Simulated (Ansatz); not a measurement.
**Fields on a plane of Pb (hcp, Mg type)**

```yaml
crystal:
  lattice:
    - [3.48574, 0.00000, 0.00000]
    - [-1.74287, 3.01874, 0.00000]
    - [0.00000, 0.00000, 5.75641]
  atoms:
    - { symbol: Pb, position: [0.33333, 0.66667, 0.25000] }
    - { symbol: Pb, position: [0.66667, 0.33333, 0.75000] }
```

The slice is a (1 -1 0 0) plane (indices of the conventional cell) through the point (0.667, 0.333, 0.750) (fractional), spanned by u = [110] and v = [001] in vectors of this cell: u (3.49 Å) and v (5.76 Å, at 90° to u). It covers one period; positions are fractions (u, v).

Atoms on it: Pb at (0.00, 0.00).

These are r2SCAN+rVV10 (plane waves to 500 eV, PAW, scalar-relativistic; Ansatz, a quantum-chemistry and plane-wave program) values and carry that method's errors. k mesh 15×15×8. Near the nuclei the fields are pseudised (PAW); where an atom keeps semicore shells as valence, they peak there. Pb was relaxed with its symmetry unable to fall. Spin-orbit coupling is left out, though Pb is heavy. This is one of several known forms of Pb; the measured ambient cells at hand have space group No. 225.

```
v \ u  0.00   0.18   0.35   0.53   0.71  0.88
-----  ----  -----  -----  -----  -----  ----
0.96      x      x    1.4    6.1  <-1.0     x
0.86      x  <-1.0    5.2    7.3    2.7     x
0.75    4.8    6.0    7.1    7.3    6.9   5.4
0.64    7.8    7.0    4.1    2.6    5.3   7.5
0.54    7.5    5.6  <-1.0  <-1.0    1.6   6.7
0.43    7.7    6.0    0.4  <-1.0    2.5   7.0
0.32    7.5    7.2    5.7    4.8    6.3   7.4
0.21    1.4    3.8    7.0    7.6    6.2   2.5
0.11      x      x    3.8    6.9    0.3     x
0.00      x      x    1.1    6.0  <-1.0     x
```

Values: electrostatic potential energy of an electron, from the cell's mean, in eV. Points within 1 Å of a nucleus are blanked (x), as the pseudised field means little there. Values under -1 eV are set to -1. The zero, the cell's mean, hangs on the PAW cores.

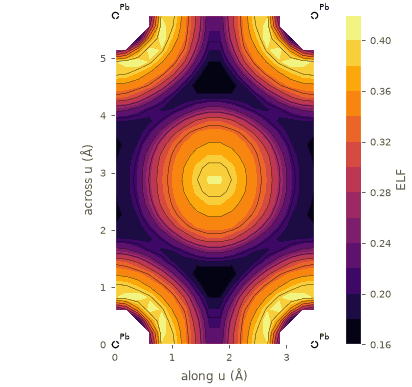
Figure. Electron localisation function (ELF), one period of the plane, atoms marked. Points within 0.5 Å of a nucleus are left white, as the pseudised field means little there.

| Item | Result |
|---|---|
| Density on the Pb–Pb line (3.49 Å) at its midpoint | 0.12 e/Å³ |
| ELF at that point | 0.2 |
